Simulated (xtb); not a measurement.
# Single-point calculation, with input and output: C2H9FSi2

The run: single-point calculation of C2H9FSi2. Method and program: GFN1-xTB (xtb 6.7.1 later snapshot).

The geometry comes from this level: PBE0-D4/def2-TZVP.

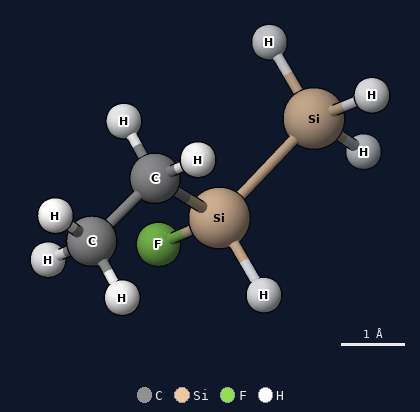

*The input geometry (ball-and-stick view, seen at a tilt).*

Bond lengths as drawn: C–C 1.53 Å, C–H 1.09 to 1.10 Å, C–Si 1.87 Å, F–Si 1.61 Å, H–Si 1.49 Å and Si–Si 2.35 Å.

## Summary

| quantity | value |
| --- | --- |
| outcome | converged |
| electrons treated | 32 |
| total energy | −18.001995 hartree |
| dispersion energy | −0.004936 hartree |
| basis functions | 50 |
| HOMO | −11.12 eV |
| LUMO | −6.73 eV |
| dipole moment | 1.76 D |
| hardware | 1 thread of Arm Neoverse V1, 24 GiB of memory available, shared host |
| peak memory | 0.073 GiB |

## Notes

Settings chosen away from the usual ones: method = gfn1-xtb; task = energy; x = {"broyden_damping": 0.05}.

## Input (struc.xyz)
```
14

C     -1.45640     1.65280     0.71180
C     -0.15740     0.85470     0.62060
Si    -0.25410    -0.60600    -0.53600
F     -0.64430    -0.07560    -2.00750
Si     1.77370    -1.77790    -0.67830
H     -1.35810     2.49660     1.39920
H     -2.28130     1.03080     1.06820
H     -1.74510     2.05230    -0.26280
H      0.66910     1.49800     0.29900
H      0.12900     0.46760     1.60640
H     -1.35500    -1.51640    -0.10980
H      2.12620    -2.30170     0.67100
H      2.86960    -0.87940    -1.13350
H      1.67090    -2.92490    -1.61940
```

## File xcontrol
```
$scc
   broydamp=0.05
$end
```

Launch command:
```bash
xtb struc.xyz --gfn1 --scc -c 0 -I xcontrol -P 1 | tee struc.out
```

## Log
```
* xtb version 6.7.1
   ID    Z sym.   atoms
    1    6 C      1, 2
    2   14 Si     3, 5
    3    9 F      4
    4    1 H      6-14

           -------------------------------------------------
          |                Calculation Setup                |
           -------------------------------------------------

          program call               : xtb struc.xyz --gfn1 --scc -c 0 -I xcontrol -P 1
          coordinate file            : struc.xyz
          omp threads                :                     1

########################################################################
[WARNING] Please study the warnings concerning your input carefully
-1- prog_main_parseArguments: The use of '--gfn1' is discouraged, please use '--gfn 1' next time
########################################################################

           -------------------------------------------------
          |                 G F N 1 - x T B                 |
           -------------------------------------------------

      * Hamiltonian:
        H0-scaling (s, p, d)           1.850000    2.250000    2.000000
        zeta-weighting                 0.000000
      * Dispersion:
        s8                             2.400000
        a1                             0.630000
        a2                             5.000000
        s9                             0.000000
      * Repulsion:
        kExp                           1.500000
        rExp                           1.000000
      * Coulomb:
        alpha                          2.000000
        third order                    atomic
        anisotropic                    false
      * Halogen bond correction:
        rad-scale                      1.300000
        damping                        0.440000

          ...................................................
          :                      SETUP                      :
          :.................................................:
          :  # basis functions                  50          :
          :  # atomic orbitals                  48          :
          :  # shells                           30          :
          :  # electrons                        32          :
          :  # halogen bonds                     0          :
          :  max. iterations                   250          :
          :  Hamiltonian                  GFN1-xTB          :
          :  restarted?                      false          :
          :  GBSA solvation                  false          :
          :  PC potential                    false          :
          :  electronic temp.          300.0000000     K    :
          :  accuracy                    1.0000000          :
          :  -> integral cutoff          0.2500000E+02      :
          :  -> integral neglect         0.1000000E-07      :
          :  -> SCF convergence          0.1000000E-05 Eh   :
          :  -> wf. convergence          0.2000000E-04 e    :
          :  Broyden damping             0.0500000          :
          :  net charge                          0          :
          :  unpaired electrons                  0          :
          ...................................................

 iter      E             dE          RMSdq      gap      omega  full diag
   1    -18.1264120 -0.181264E+02  0.681E+00    4.59       0.0  T
   2    -18.1308329 -0.442084E-02  0.646E+00    4.58       1.0  T
   3    -18.1383869 -0.755400E-02  0.134E+00    4.17       1.0  T
   4    -18.1389638 -0.576948E-03  0.131E+00    4.17       1.0  T
   5    -18.1527894 -0.138255E-01  0.160E-01    4.38       1.0  T
   6    -18.1529774 -0.188079E-03  0.109E-01    4.39       1.0  T
   7    -18.1530601 -0.826879E-04  0.552E-02    4.40       1.0  T
   8    -18.1530624 -0.227665E-05  0.254E-02    4.39       1.1  T
   9    -18.1530722 -0.977311E-05  0.118E-02    4.39       2.3  T
  10    -18.1530736 -0.142210E-05  0.442E-03    4.39       6.0  T
  11    -18.1530739 -0.288374E-06  0.129E-03    4.39      20.7  T
  12    -18.1530739 -0.112492E-07  0.257E-04    4.39     103.9  T
  13    -18.1530739 -0.382894E-09  0.171E-04    4.39     156.3  T
  14    -18.1530739 -0.100169E-09  0.507E-05    4.39     527.1  T

   *** convergence criteria satisfied after 14 iterations ***

         #    Occupation            Energy/Eh            Energy/eV
      -------------------------------------------------------------
         1        2.0000           -0.8420371             -22.9130
       ...           ...                  ...                  ...
        10        2.0000           -0.5163898             -14.0517
        11        2.0000           -0.4983290             -13.5602
        12        2.0000           -0.4838634             -13.1666
        13        2.0000           -0.4785022             -13.0207
        14        2.0000           -0.4782279             -13.0132
        15        2.0000           -0.4410887             -12.0026
        16        2.0000           -0.4087228             -11.1219 (HOMO)
        17                         -0.2473756              -6.7314 (LUMO)
        18                         -0.2446191              -6.6564
        19                         -0.1944886              -5.2923
        20                         -0.1805029              -4.9117
        21                         -0.1667284              -4.5369
       ...                                ...                  ...
        48                          1.4366705              39.0938
      -------------------------------------------------------------
                  HL-Gap            0.1613472 Eh            4.3905 eV
             Fermi-level           -0.3280492 Eh           -8.9267 eV

 SCC (total)                   0 d,  0 h,  0 min,  0.014 sec
 SCC setup                      ...        0 min,  0.000 sec (  0.702%)
 Dispersion                     ...        0 min,  0.000 sec (  0.430%)
 classical contributions        ...        0 min,  0.000 sec (  0.084%)
 integral evaluation            ...        0 min,  0.003 sec ( 20.179%)
 iterations                     ...        0 min,  0.005 sec ( 38.811%)
 molecular gradient             ...        0 min,  0.005 sec ( 38.856%)
 printout                       ...        0 min,  0.000 sec (  0.847%)

         :::::::::::::::::::::::::::::::::::::::::::::::::::::
         ::                     SUMMARY                     ::
         :::::::::::::::::::::::::::::::::::::::::::::::::::::
         :: total energy             -18.001995495780 Eh    ::
         :: gradient norm              0.040070845714 Eh/a0 ::
         :: HOMO-LUMO gap              4.390481479935 eV    ::
         ::.................................................::
         :: SCC energy               -18.153073905664 Eh    ::
         :: -> electrostatic           0.017665402785 Eh    ::
         :: repulsion energy           0.156013918115 Eh    ::
         :: dispersion energy         -0.004935508231 Eh    ::
         :: halogen bond corr.         0.000000000000 Eh    ::
         :: add. restraining           0.000000000000 Eh    ::
         :: total charge               0.000000000000 e     ::
         :::::::::::::::::::::::::::::::::::::::::::::::::::::

           -------------------------------------------------
          |                Property Printout                |
           -------------------------------------------------

    * Orbital Energies and Occupations

         #    Occupation            Energy/Eh            Energy/eV
      -------------------------------------------------------------
         1        2.0000           -0.8420371             -22.9130
       ...           ...                  ...                  ...
         4        2.0000           -0.6115581             -16.6413
         5        2.0000           -0.5851740             -15.9234
         6        2.0000           -0.5551221             -15.1056
         7        2.0000           -0.5521438             -15.0246
         8        2.0000           -0.5436410             -14.7932
         9        2.0000           -0.5319783             -14.4759
        10        2.0000           -0.5163898             -14.0517
        11        2.0000           -0.4983290             -13.5602
        12        2.0000           -0.4838634             -13.1666
        13        2.0000           -0.4785022             -13.0207
        14        2.0000           -0.4782279             -13.0132
        15        2.0000           -0.4410887             -12.0026
        16        2.0000           -0.4087228             -11.1219 (HOMO)
        17                         -0.2473756              -6.7314 (LUMO)
        18                         -0.2446191              -6.6564
        19                         -0.1944886              -5.2923
        20                         -0.1805029              -4.9117
        21                         -0.1667284              -4.5369
        22                         -0.1382990              -3.7633
        23                         -0.1069717              -2.9108
        24                         -0.0893132              -2.4303
        25                         -0.0732603              -1.9935
        26                         -0.0697543              -1.8981
        27                         -0.0685195              -1.8645
       ...                                ...                  ...
        48                          1.4366705              39.0938
      -------------------------------------------------------------
                  HL-Gap            0.1613472 Eh            4.3905 eV
             Fermi-level           -0.3280492 Eh           -8.9267 eV

  Mulliken/CM5 charges         n(s)   n(p)   n(d)
     1     -0.06167 -0.20749   1.000  3.061  0.000
     2     -0.13393 -0.20097   1.017  3.117  0.000
     3      0.33683  0.17441   1.226  1.668  0.769
     4     -0.23658 -0.21720   1.767  5.470  0.000
     5      0.19749 -0.04213   1.353  2.036  0.414
     6      0.02221  0.07316   0.978  0.000  0.000
     7      0.02762  0.08000   0.972  0.000  0.000
     8      0.03568  0.08851   0.964  0.000  0.000
     9      0.04735  0.10592   0.953  0.000  0.000
    10      0.03989  0.09834   0.960  0.000  0.000
    11     -0.06254  0.01943   1.063  0.000  0.000
    12     -0.07686  0.00306   1.077  0.000  0.000
    13     -0.06898  0.01115   1.069  0.000  0.000
    14     -0.06649  0.01381   1.066  0.000  0.000

Wiberg/Mayer (AO) data.
largest (>0.10) Wiberg bond orders for each atom

 ---------------------------------------------------------------------------
     #   Z sym  total        # sym  WBO       # sym  WBO       # sym  WBO
 ---------------------------------------------------------------------------
     1   6      3.996 --     6      0.985     2      0.984     7      0.983
                             8      0.983
     2   6      3.958 --     3      1.014     1      0.984    10      0.933
                             9      0.929
     3  14      4.444 --     4      1.258     2      1.014     5      0.976
                            11      0.902
     4   9      1.318 --     3      1.258
     5  14      3.873 --     3      0.976    12      0.918    14      0.915
                            13      0.913
     6   1      1.007 --     1      0.985
     7   1      1.005 --     1      0.983
     8   1      1.003 --     1      0.983
     9   1      1.001 --     2      0.929
    10   1      1.002 --     2      0.933
    11   1      0.991 --     3      0.902
    12   1      0.988 --     5      0.918
    13   1      0.989 --     5      0.913
    14   1      0.988 --     5      0.915
 ---------------------------------------------------------------------------

Topologies differ in total number of bonds
Writing topology from bond orders to xtbtopo.mol

 dipole moment from electron density (au)
     X       Y       Z
   0.0256   0.2325   0.6499  total (Debye):    1.756

           -------------------------------------------------
          | TOTAL ENERGY              -18.001995495780 Eh   |
          | GRADIENT NORM               0.040070845714 Eh/α |
          | HOMO-LUMO GAP               4.390481479935 eV   |
           -------------------------------------------------

------------------------------------------------------------------------
------------------------------------------------------------------------
 total:
 *  cpu-time:     0 d,  0 h,  0 min,  0.021 sec
 * ratio c/w:     1.000 speedup
 SCF:
 *  cpu-time:     0 d,  0 h,  0 min,  0.014 sec
 * ratio c/w:     0.999 speedup
```

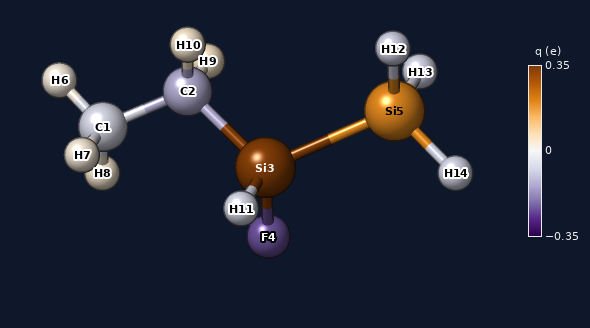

*Mulliken charges, as the colour of each atom (ball-and-stick view, seen at a tilt; atoms are numbered from 1 in the order of the input).*

By element: C −0.13 to −0.06, Si +0.20 to +0.34, F −0.24 and H −0.08 to +0.05 e.
